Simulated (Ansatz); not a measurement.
# AlFH$_{6}$Si$_{2}$ (SMILES [F][AlH][SiH2][SiH3]): what the fields show

Input

```
crystal:
  periodic: [false, false, false]
  atoms:
    - {symbol: Al, position_ang: [-2.046898, -0.239905, -1.900745]}
    - {symbol: F, position_ang: [-2.574844, -0.664233, -3.436984]}
    - {symbol: Si, position_ang: [0.359886, 0.023363, -1.557250]}
    - {symbol: Si, position_ang: [0.843657, 0.647925, 0.649485]}
    - {symbol: H, position_ang: [-3.182854, -0.050209, -0.809799]}
    - {symbol: H, position_ang: [0.898191, 1.060967, -2.493421]}
    - {symbol: H, position_ang: [1.060982, -1.262730, -1.869675]}
    - {symbol: H, position_ang: [0.328354, -0.391807, 1.591214]}
    - {symbol: H, position_ang: [0.165597, 1.941330, 0.966970]}
    - {symbol: H, position_ang: [2.311182, 0.809801, 0.871713]}
basis:
  gaussian:
    orbitals: def2-TZVPD
hamiltonian:
  xc: {name: PBE0}
output: {forces: true, orbitals: {seedname: orbitals}}
```

Launched as:

```sh
ansatz run input.yaml --threads 2 --pin off --max-ram 4350MiB --events-out events.jsonl --progress --plain --runs-dir runs
```

Geometry: PBE0-D3(BJ)/pcseg-1.

Computed with Ansatz 0.2.0, isolated molecule in a Gaussian basis; Kohn-Sham density functional theory, functional PBE0.

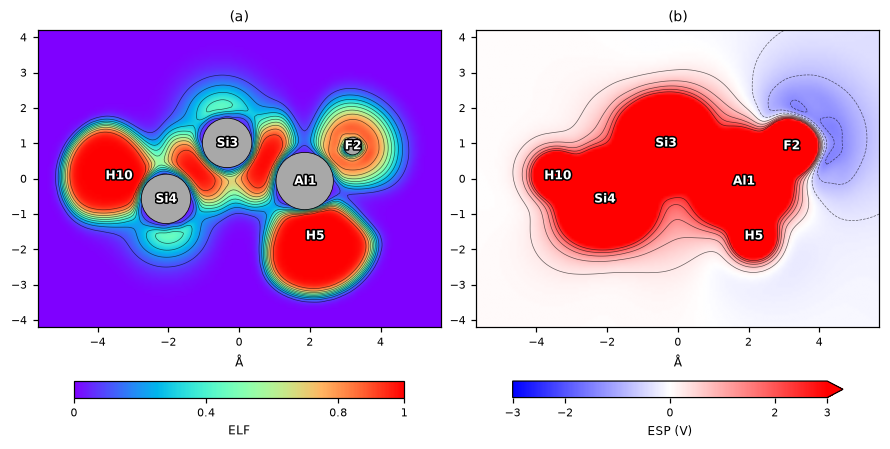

Figure 1. (a) electron localisation function; (b) molecular electrostatic potential on the plane of atoms Si3, Al1 and H5. Grey discs cover the atomic cores in the ELF map.

**What does the map show?**

The section cuts through Al, F, Si and H sites. Al–F (1.68 Å): the ELF peaks at about 0.85 in the valence shell of F, 0.6 Å from its nucleus, and is about 0.30 at the midpoint. Si–Si (2.34 Å): the ELF peaks at about 1 between the atoms: a covalent bond. Al–Si (2.45 Å): the ELF peaks at about 1 between the atoms (localised, covalent bonding). Si–H (1.49 Å): the ELF climbs to about 1 towards the hydrogen, as it does in any bond to H. Al–H (1.59 Å): the ELF climbs to about 1 towards the hydrogen. The ELF also peaks beside F2, away from the bonds: lone-pair regions. Outside the dense part of the molecule the potential is most negative (−1.5 V) near F2.

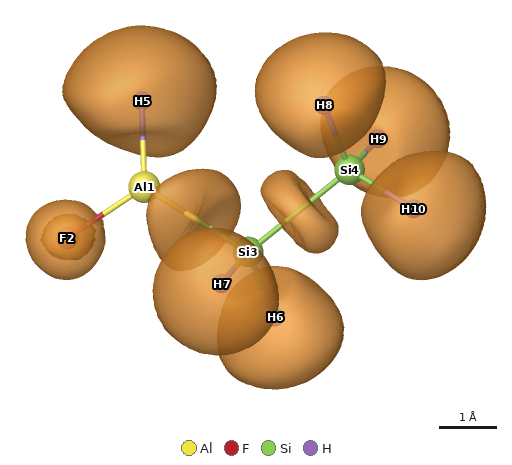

Figure 2. Isosurface of the electron localisation function at 0.8 (orange), seen at an oblique angle. Core shells and regions of very low density are left out.

**What do the ELF domains correspond to?**

At this value the surface marks out one region between bonded Al–Si atoms (shared pairs), one region between bonded Si–Si atoms (shared pairs), six regions around hydrogen nuclei and one region wrapped around F (its valence shell).

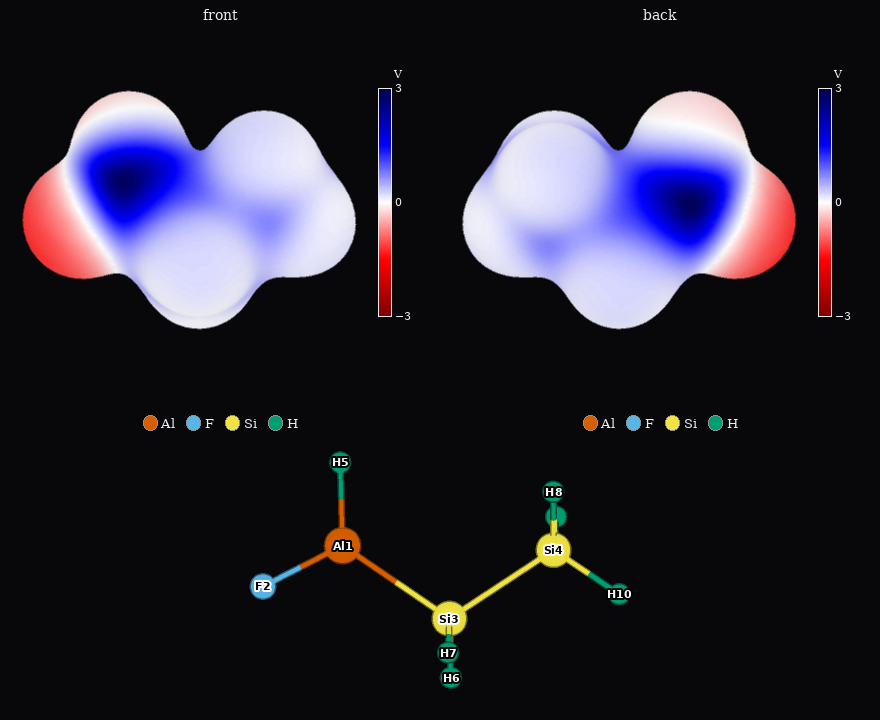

Figure 3. The molecular electrostatic potential painted on the density surface at 0.001 e/bohr³, seen from the front and from behind; the colour scale runs from red (negative) to blue (positive). The bare structure is drawn below in the same view.

**Where is the surface potential most negative and most positive?**

The most negative region (about −1.2 V, or −28 kcal/mol for a unit charge) lies over F2, the most positive (about +2.7 V, or +62 kcal/mol for a unit charge) over Al1.
